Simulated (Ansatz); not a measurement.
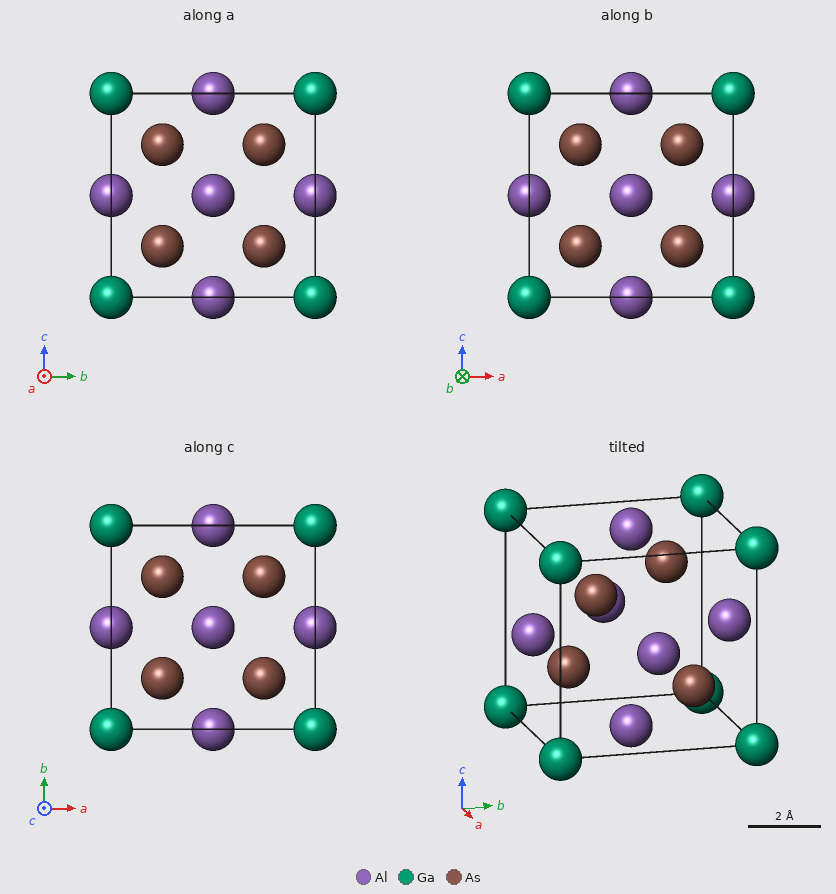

Drawn in the spheres-only manner and seen along the a axis, along the b axis, along the c axis and slightly off an axis. The edges of the conventional unit cell are marked.

Lattice parameters: a = 5.733 Å, b = 5.733 Å, c = 5.733 Å, α = 90.00°, β = 90.00°, γ = 90.00°.

**Express the structure as a table of Wyckoff sites, with free fractional coordinates to two decimals.**

Space group P-43m (No. 215).
```json
{"atom": "Al", "site": "3c", "x": "0.00", "y": "0.50", "z": "0.50"}
{"atom": "Ga", "site": "1a", "x": "0.00", "y": "0.00", "z": "0.00"}
{"atom": "As", "site": "4e", "x": "0.75", "y": "0.75", "z": "0.25"}
```

Origin of the cell: a structure type filled with these elements by a generator (whether the compound takes this form wasn't checked). The picture shows the end point of a geometry optimisation with DFT PBE, scalar-relativistic, plane waves, PAW (Ansatz 0.2.0).
